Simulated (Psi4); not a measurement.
# wB97X-V/cc-pVDZ run of C4N2 (2-butynedinitrile)

Aim: the vertical singlet–triplet gap of C4N2 (2-butynedinitrile) at wB97X-V/cc-pVDZ, from 2 runs. 

The results are computed with Psi4 1.11.

4 further runs of the same task are left out: 3 that didn't finish, 1 set aside as unsound or not needed.

**1. The structure to begin with**

The species is C4N2 (6 atoms), meant as a singlet with charge 0. SMILES: `N#CC#CC#N`. Geometry: relaxed at PBE0-D4/def2-TZVP.

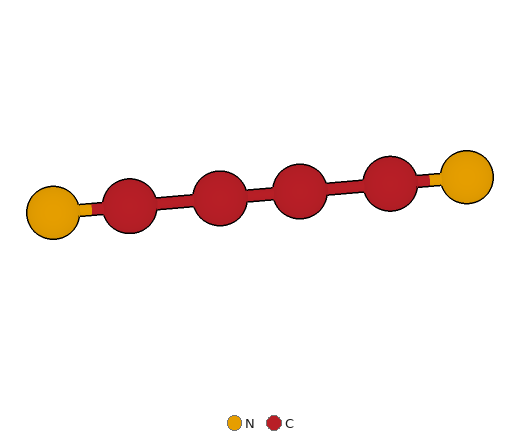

Viewed from a chosen angle; nitrogen amber, carbon red.

**2. A single-point energy at wB97X-V/cc-pVDZ**

c4n2.xyz reads:

```xyz
6
C4N2
N      0.017130    -3.020460     0.788950
C      0.010700    -1.902840     0.497280
C      0.003160    -0.583760     0.152900
C     -0.003500     0.583960    -0.152150
C     -0.010740     1.902850    -0.497210
N     -0.016750     3.020250    -0.789760
```

c4n2_ase.py reads:

```python
import numpy as np
from ase.calculators.psi4 import Psi4
from ase.io import read

atoms = read('c4n2.xyz')
calc = Psi4(atoms=atoms, method='wb97x-v', basis='cc-pVDZ', memory='2200MB', num_threads=1, charge=0, multiplicity=1, label='psi4-calc', reference='rks')
calc.psi4.set_options({'puream': True, 'e_convergence': 1e-09, 'd_convergence': 1e-08, 'scf_type': 'pk', 'dft_radial_points': 99, 'dft_spherical_points': 590})
atoms.calc = calc

print(f'energy: {atoms.get_potential_energy():.6f} eV')
```

The run is started by

```
$ python c4n2_ase.py
```

psi4-calc.dat, cut to the lines that bear on the results:

```text
[...]
  Running in c1 symmetry.
[...]
  Nuclear repulsion =  144.352590511131666
[...]
  Multiplicity = 1
[...]
  Nalpha       = 19
  Nbeta        = 19
[...]
    Number of basis functions: 84
[...]
   @RKS iter   1:  -261.63318681540477   -1.23855e+00   5.74506e-03 ADIIS/DIIS
[...]
   @RKS iter  11:  -261.74199869814993   -8.69704e-12   6.37773e-09 DIIS
[...]
    Orbital Energies [Eh]
    ---------------------
    Doubly Occupied:
       1A    -14.483125     2A    -14.483119     3A    -10.392232
       4A    -10.389956     5A    -10.380950     6A    -10.380890
       7A     -1.094240     8A     -1.091226     9A     -0.992567
      10A     -0.873952    11A     -0.778842    12A     -0.564850
      13A     -0.564850    14A     -0.526216    15A     -0.524328
      16A     -0.515400    17A     -0.515400    18A     -0.421832
      19A     -0.421832
[...]
  @RKS Final Energy:  -261.74199869814993
   => Energetics <=
    Nuclear Repulsion Energy =            144.3525905111316661
    One-Electron Energy =                -636.7751076315978480
    Two-Electron Energy =                 255.3118326610697864
    DFT Exchange-Correlation Energy =     -24.7854958485990444
    Empirical Dispersion Energy =           0.0000000000000000
    VV10 Nonlocal Energy =                  0.1541816098455357
    Total Energy =                       -261.7419986981499278
[...]
 Multipole Moments:
 ------------------------------------------------------------------------------------
     Multipole            Electronic (a.u.)      Nuclear  (a.u.)        Total (a.u.)
 ------------------------------------------------------------------------------------
 L = 1.  Multiply by 2.5417464519 to convert [e a0] to [Debye]
 Dipole X            :         -0.0002402           -0.0000010           -0.0002413
 Dipole Y            :          0.0001270            0.0000006            0.0001275
 Dipole Z            :          0.0005116            0.0000022            0.0005139
 Magnitude           :                                                    0.0005818
[...]
```

On the terminal:

```text
energy: -7122.362565 eV
```

It took 2.7 min on 1 thread of Intel Xeon at 2.50GHz (Skylake/Cascade Lake), shared host; peak memory 1 GiB.

**3. The triplet**

c4n2.inp reads:

```
memory 2.2 GB

molecule mol {
  0 3
  N      0.017130    -3.020460     0.788950
  C      0.010700    -1.902840     0.497280
  C      0.003160    -0.583760     0.152900
  C     -0.003500     0.583960    -0.152150
  C     -0.010740     1.902850    -0.497210
  N     -0.016750     3.020250    -0.789760
  symmetry c1
  no_reorient
  no_com
}

set globals {
  basis                cc-pVDZ
  reference            uks
  puream               true
  e_convergence        1e-09
  d_convergence        1e-08
  scf_type             pk
  dft_radial_points    99
  dft_spherical_points 590
  maxiter              100
}

energy_value = energy('wb97x-v')
```

The run is started by

```
$ psi4 c4n2.inp c4n2.out -n 1
```

c4n2.out, cut to the lines that bear on the results:

```text
[...]
  Running in c1 symmetry.
[...]
  Nuclear repulsion =  144.352590511131694
[...]
  Multiplicity = 3
[...]
  Nalpha       = 20
  Nbeta        = 18
[...]
    Number of basis functions: 84
[...]
   @UKS iter   1:  -261.48166214565106   -1.08703e+00   5.20116e-03 ADIIS/DIIS
[...]
   @UKS iter  21:  -261.59449510461690   -1.34150e-11   4.69005e-09 DIIS
[...]
   @S^2 Observed:                2.033681888E+00
[...]
    Orbital Energies [Eh]
    ---------------------
    Alpha Occupied:
       1A    -14.482688     2A    -14.482680     3A    -10.403232
       4A    -10.401038     5A    -10.378575     6A    -10.378516
       7A     -1.106250     8A     -1.103058     9A     -1.023068
      10A     -0.875691    11A     -0.787442    12A     -0.598953
      13A     -0.571494    14A     -0.541916    15A     -0.533264
      16A     -0.531246    17A     -0.516880    18A     -0.475918
      19A     -0.436359    20A     -0.276512
    Alpha Virtual:
      21A     -0.034843    22A      0.100042    23A      0.136426
      24A      0.209949    25A      0.255538    26A      0.261193
[...]
  @UKS Final Energy:  -261.59449510461690
   => Energetics <=
    Nuclear Repulsion Energy =            144.3525905111316945
    One-Electron Energy =                -636.5449932303433798
    Two-Electron Energy =                 255.2460774595363091
    DFT Exchange-Correlation Energy =     -24.8022954618013820
    Empirical Dispersion Energy =           0.0000000000000000
    VV10 Nonlocal Energy =                  0.1541256168598901
    Total Energy =                       -261.5944951046168967
[...]
 Multipole Moments:
 ------------------------------------------------------------------------------------
     Multipole            Electronic (a.u.)      Nuclear  (a.u.)        Total (a.u.)
 ------------------------------------------------------------------------------------
 L = 1.  Multiply by 2.5417464519 to convert [e a0] to [Debye]
 Dipole X            :         -0.0009638            0.0007181           -0.0002457
 Dipole Y            :          0.0005340           -0.0003968            0.0001372
 Dipole Z            :          0.0018767           -0.0014173            0.0004594
 Magnitude           :                                                    0.0005387
[...]
```

Run time: 4.6 min. Hardware: 1 thread of Intel Xeon at 2.50GHz (Skylake/Cascade Lake), shared host; peak memory 1 GiB.

**4. What came out**

Level: wB97X-V/cc-pVDZ.

| quantity | value |
| --- | --- |
| singlet: total energy | -261.74200 Eh |
| singlet: dipole moment | 0.00 D |
| singlet: HOMO energy | -11.48 eV |
| singlet: LUMO energy | -0.84 eV |
| singlet: HOMO–LUMO gap | 10.64 eV |
| triplet: total energy | -261.59450 Eh |
| triplet: dipole moment | 0.00 D |
| triplet: HOMO energy (highest over α and β) | -7.52 eV |
| triplet: LUMO energy (lowest over α and β) | -4.76 eV |
| triplet: ⟨S²⟩ | 2.034 |
| vertical energy of the triplet above the singlet | 4.014 eV |

**Reading.** At this shape the triplet lies 4.01 eV (93 kcal/mol) above the singlet.
